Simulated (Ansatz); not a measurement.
# BFGeH$_{2}$Sn (SMILES F[BH][GeH]=[Sn]): what the fields show

The calculation's input:

```
crystal:
  periodic: [false, false, false]
  atoms:
    - {symbol: B, position_ang: [1.581794, 1.180370, -0.588771]}
    - {symbol: F, position_ang: [0.474848, 0.994152, -1.316454]}
    - {symbol: Ge, position_ang: [1.493916, 1.109655, 1.455571]}
    - {symbol: Sn, position_ang: [-0.592272, 0.687661, 2.784941]}
    - {symbol: H, position_ang: [2.627630, 1.390489, -1.185083]}
    - {symbol: H, position_ang: [2.864318, 1.345281, 2.159601]}
basis:
  gaussian: {orbitals: def2-TZVPD}
hamiltonian: {xc: {name: PBE0}}
output: {forces: true, orbitals: {seedname: orbitals}}
```

Run with:

```sh
ansatz run input.yaml --threads 1 --pin off --max-ram 2610MiB --events-out events.jsonl --progress --plain --runs-dir runs
```

Geometry: PBE-D3(BJ)/def2-SVP; core potentials replace the inner electrons of Sn.

Level of theory: isolated molecule in a Gaussian basis; Kohn-Sham density functional theory, functional PBE0 (Ansatz 0.2.0).

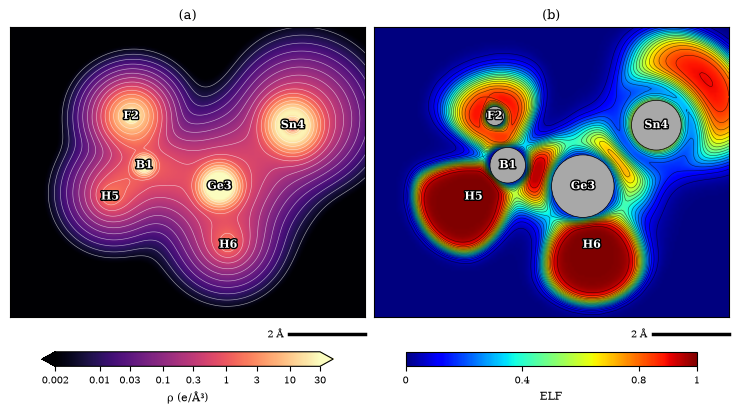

Figure 1. (a) electron density; (b) electron localisation function on the molecular plane. Grey discs cover the atomic cores in the ELF map.

### Describe what can be read from this map.

The section cuts through B, F, Ge, Sn and H sites. B–F (1.34 Å): ρ at the midpoint is about 2.1 e/Å³; the ELF peaks at about 0.85 between the atoms, as expected for a polar covalent bond. Ge–B (2.05 Å): ρ is about 0.77 e/Å³ halfway; the ELF peaks at about 0.95 between the atoms: a shared electron pair. Sn–Ge (2.51 Å): ρ is about 0.52 e/Å³ halfway; the ELF peaks at about 0.70 between the atoms. B–H (1.22 Å): ρ is about 1.2 e/Å³ halfway; the ELF climbs to about 1 towards the hydrogen, as it does in any bond to H; an ordinary covalent bond to hydrogen. Ge–H (1.56 Å): ρ is about 1 e/Å³ halfway; the ELF climbs to about 1 towards the hydrogen. The ELF also peaks beside F2, away from the bonds: lone-pair regions.

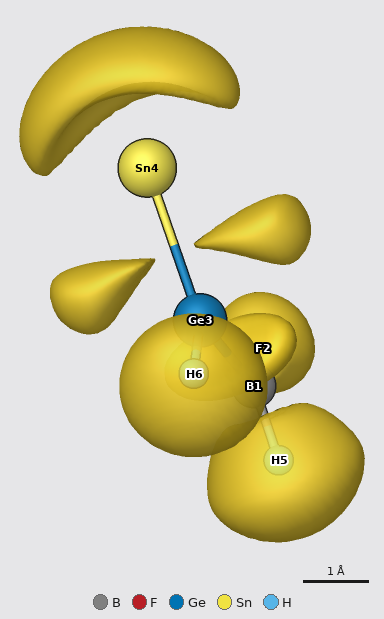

Figure 2. Isosurface of the electron localisation function at 0.75 (yellow), seen at an oblique angle. Only the valence region is drawn (cores and ρ < 0.01 e/Å³ removed).

### Where are the electrons localised?

At this value the surface marks out one region between bonded B–Ge atoms (shared pairs), two regions around hydrogen nuclei, one region on F in which the atom's valence shell and bonds are merged, two lobes on Ge, pointing away from the bonds (lone pairs) and one lobe on Sn, pointing away from the bonds (lone pairs).

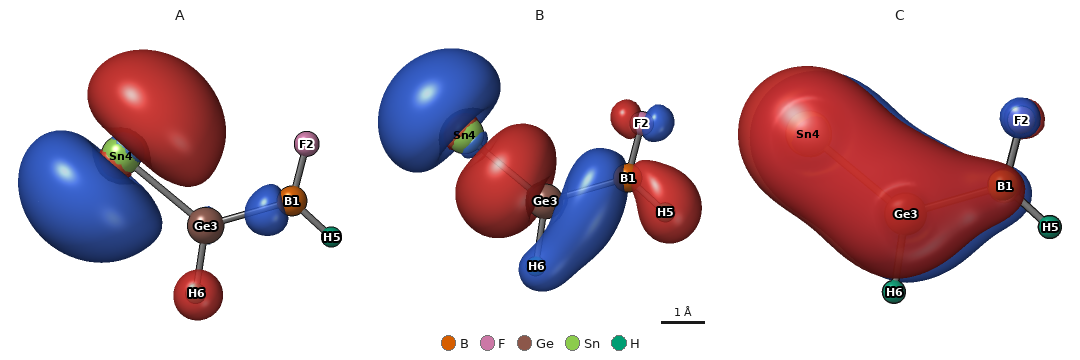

Figure 3. Three frontier orbitals at ±0.08 Å⁻³ᐟ² (blue and red are the two phases), in no order.

### Which picture is the HOMO−1, the HOMO and the LUMO?

B is the HOMO−1 (−6.73 eV). By Hirshfeld shares it lies mainly on Sn4 (about 50 %), Ge3 (about 30 %) and B1 (about 10 %); it is symmetric in the molecular plane (an in-plane orbital: σ, lone-pair or in-plane π type). C is the HOMO (−5.57 eV). By Hirshfeld shares it lies mainly on Ge3 (about 45 %), Sn4 (about 45 %) and B1 (about 10 %); it changes sign across the molecular plane (π type); π-bonding across Ge3–Sn4. A is the LUMO (−3.38 eV). Its weight (Hirshfeld) is mainly on Sn4 (about 85 %) and Ge3 (about 10 %); it is symmetric in the molecular plane (an in-plane orbital: σ, lone-pair or in-plane π type).

### What is the HOMO–LUMO gap?

2.19 eV between the orbital energies.

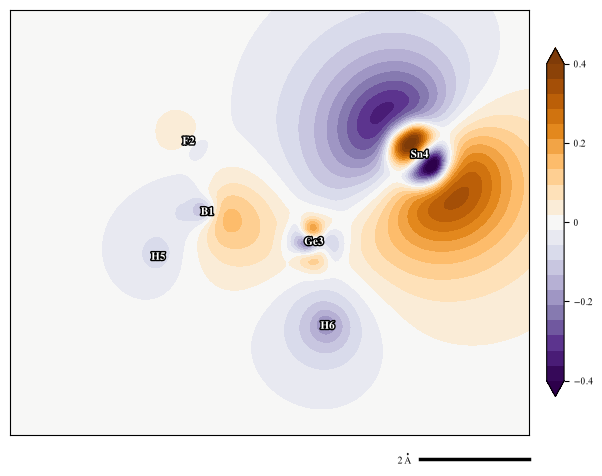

Figure 4. One frontier orbital on the molecular plane (values in Å⁻³ᐟ²; the overall sign is arbitrary).

### Which orbital is it: HOMO or LUMO?

The LUMO, at −3.38 eV. It lies mainly on Sn4 (about 85 %) and Ge3 (about 10 %); it is symmetric in the molecular plane (an in-plane orbital: σ, lone-pair or in-plane π type).
